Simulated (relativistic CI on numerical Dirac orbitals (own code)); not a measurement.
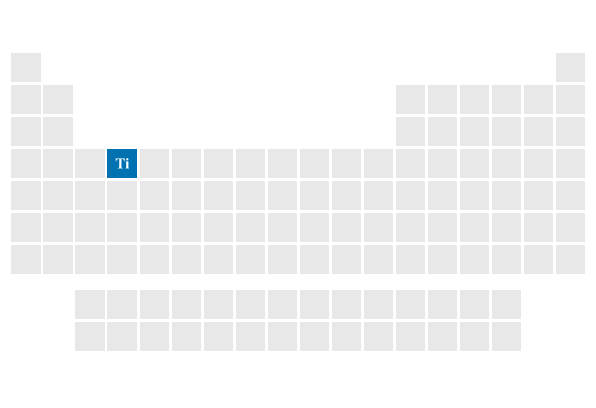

*The place of titanium in the periodic table.*

# Relativistic CI calculation, with input and output: Ti²⁺

Ti²⁺. Level asked for: Dirac-Coulomb-Breit CI, KLI orbitals optimised for each configuration, model QED (radiative potential, 1s self-energy scaled to tabulated hydrogen-like ionisation energies), numerical settings as typed (relativistic CI on numerical Dirac orbitals, in-house).

Input:
```
atom Ti  Z=22  charge=2  electrons=20
nucleus A=48  rms_radius_fm=3.5921
hamiltonian dirac-coulomb  breit=on  qed=on  c_scale=1
orbitals kli  potential=per-configuration
slater_scale 1
correlation none
mixing on
grid step=0.0125 r_max=49.7
scf mixing=0.4 start=green max_iterations=61 tolerance=2e-08 node_fill=0.05
configurations
  [Ar] 3d2
  [Ar] 3d 4s 5s
end
```

Hardware: 1 CPU thread, shared host.

The run was one of a batch that the task file lists, launched with:
```bash
python <driver script> task.json out
```

The program writes its results to a structured record and prints no log; tables and figures of this report are taken from that record.

Outcome:

```tsv
quantity	value
outcome	refused by the program
```

What went wrong:

One thing in this input was made wrong on purpose: configuration. The program refused the input; the driver noted: configuration [Ar] 3d 4s 5s has 21 electrons, the ion has 20.
